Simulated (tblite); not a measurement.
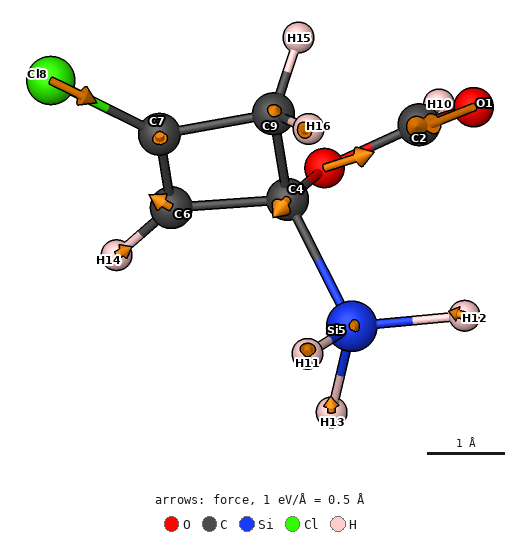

Starting geometry of C5H7ClO2Si with the computed forces as orange arrows. Style: ball-and-stick. Shown at a tilt.

The calculation used GFN2-xTB geometry optimisation, gas phase (tblite 0.8.0). 

**What follows when this structure is relaxed?**

It isn't relaxed: the largest force vector, on an O atom, is 2.39 eV/Å. The final displacements follow the starting forces only in part (cosine between the two patterns 0.36). Over 164 geometry steps the energy falls by 0.474 eV. An O atom moves most after the best rigid fit: 1.96 Å. By element the largest moves are O 1.96 Å, H 0.60 Å, C 0.51 Å, Cl 0.45 Å, Si 0.36 Å. Among the contacts that change: O–Si 3.440 → 2.403 Å, C–Cl 1.773 → 1.701 Å, C–O 1.356 → 1.295 Å, C–Si 1.981 → 1.928 Å. Bond angles that change, for instance: H–Si–H 107.6° → 121.4°, C–Si–H 110.6° → 99.1°, O–C–C 117.5° → 110.8°. Groups turn about C–O by about 75°.
